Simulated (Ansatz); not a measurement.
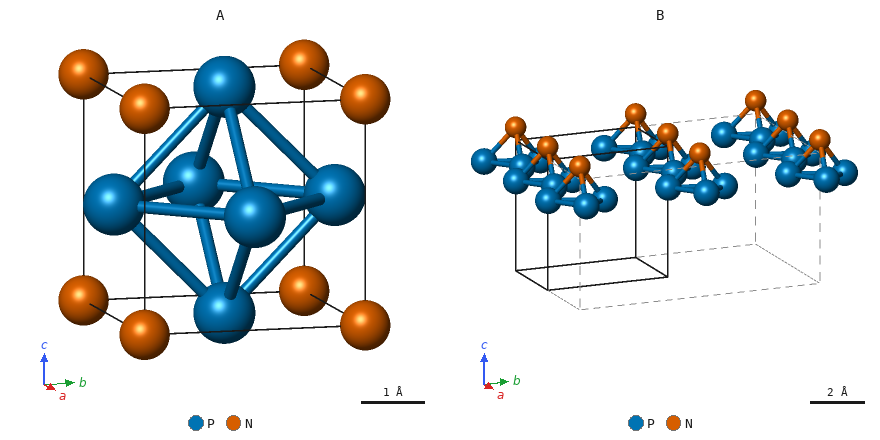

Two structures of P3N, each relaxed to rest (conventional cells in solid outline, small ones repeated, not to one scale). Method: DFT PBE, scalar-relativistic, plane waves, PAW in Ansatz 0.2.0, without spin polarisation.

Characterise the two forms.

Answer. A: Cu₃Au (L1₂) type, Pm-3m. B: 4 atoms a cell on a primitive hexagonal lattice, P31m.

Which structure wins energetically, and by what margin?

Answer. B is lower, by 1104 meV/atom at this level of theory (energies at zero smearing). Volumes: A 12.4, B 38.7 Å³/atom.

One or both may be structure types tried for this composition rather than known phases.
